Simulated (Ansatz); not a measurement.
**BH4NOSi: rigid torsion scan from a Python script**

A script is to give a rigid torsion scan; the system is BH4NOSi. SMILES: N[SiH]1BO1.

Computed with Ansatz 0.2.0, driven from Python. Level of theory: PBE0/def2-SVP.

## Step 1: Starting point

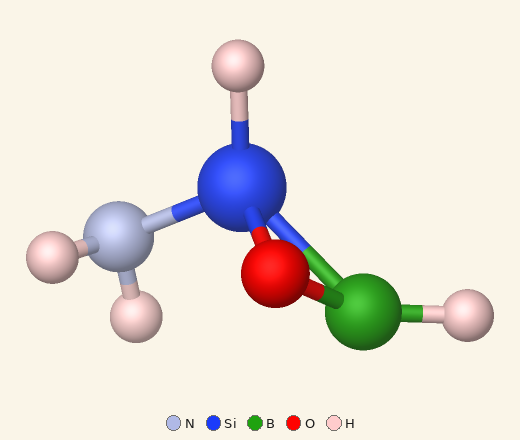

The structure that the script starts from, seen from a chosen angle (nitrogen light blue, silicon blue, boron green, oxygen red, hydrogen pink).

No structure file is read: the coordinates are typed or built in the script.

## Step 2: The code

The input, torsion.py:

```python
"""Rigid torsion scan of BH4NOSi."""

import warnings

import ansatz as az
from ase import Atoms

warnings.simplefilter("ignore", az.DeckWarning)

atoms = Atoms(["N", "Si", "B", "O", "H", "H", "H", "H"], positions=[
    (-0.9124, 1.2546, 0.1701),
    (0.5538, 0.3488, 0.1437),
    (0.3961, -1.4055, -0.8054),
    (0.3098, -1.2012, 0.6452),
    (-1.4191, 1.1129, 1.0608),
    (-1.5837, 0.9091, -0.5766),
    (1.6927, 0.8561, 0.9738),
    (1.0551, -1.932, -1.6674),
])

# start the scan from a relaxed geometry
first = (
    az.Crystal.molecule_from_ase(atoms).calculation()
    .basis(gaussian="def2-SVP")  # atom-centred Gaussian functions
    .functional("pbe0")
    .relax(force_tolerance=0.02, max_steps=80)  # relax until the tolerances are met
)
atoms.positions = first.run(threads=1, pin="off").report["positions_ang"]

start = atoms.get_dihedral(2, 1, 0, 4)
energies = {}
for turn in range(0, 360, 30):
    turned = atoms.copy()
    turned.set_dihedral(2, 1, 0, 4, start + turn, indices=[0, 4, 5])
    calc = az.Crystal.molecule_from_ase(turned).calculation().basis(gaussian="def2-SVP").functional("pbe0")
    energies[round((start + turn) % 360)] = calc.run(threads=1, pin="off").report["free_energy_ev"]
floor = min(energies.values())
print("dihedral B2-Si1-N0-H4 (deg)   E - E(min) (kcal/mol)")
for angle, e in sorted(energies.items()):
    print(f"{angle:8d} {23.060548 * (e - floor):14.3f}  " + "#" * int(30 * (e - floor) / max(max(energies.values()) - floor, 1e-9)))
```

## Step 3: The calls as engine input

The engine receives this input (first run):

```yaml
crystal:
  periodic: [false, false, false]
  atoms:
    - { symbol: "N", position_ang: [-0.9124, 1.2546, 0.1701] }
    - { symbol: Si, position_ang: [0.5538, 0.3488, 0.1437] }
    - { symbol: B, position_ang: [0.3961, -1.4055, -0.8054] }
    - { symbol: O, position_ang: [0.3098, -1.2012, 0.6452] }
    - { symbol: H, position_ang: [-1.4191, 1.1129, 1.0608] }
    - { symbol: H, position_ang: [-1.5837, 0.9091, -0.5766] }
    - { symbol: H, position_ang: [1.6927, 0.8561, 0.9738] }
    - { symbol: H, position_ang: [1.0551, -1.932, -1.6674] }
basis:
  gaussian:
    orbitals: def2-SVP
hamiltonian:
  xc: pbe0
relax:
  f_tol: 0.02
  max_steps: 80
```

## Step 4: Running it

Started as:

```
$ python torsion.py
```

**Question.** What results will this script give? Wanted: range of energy; lowest point, turn.

The runs gave:

| quantity | value |
| --- | --- |
| runs compared | 12 |
| range of energy | 0.396 eV |
| lowest point, turn (°) | 0 |

**Reading.** The lowest point lies at a turn of 0°, the highest 0.396 eV (38.2 kJ/mol) above it at 90°. The grid can miss the true lowest and highest points, and the rest of the molecule is held rigid. Run 0: After 9 moves the largest shift is 0.508 Å, of atom 5 (H). The scan is rigid and the energies are electronic, in a modest basis. With rigid groups the curve can differ much from the relaxed path, the start wasn't checked as a minimum of this torsion, and equivalent turns needn't return to the same energy.
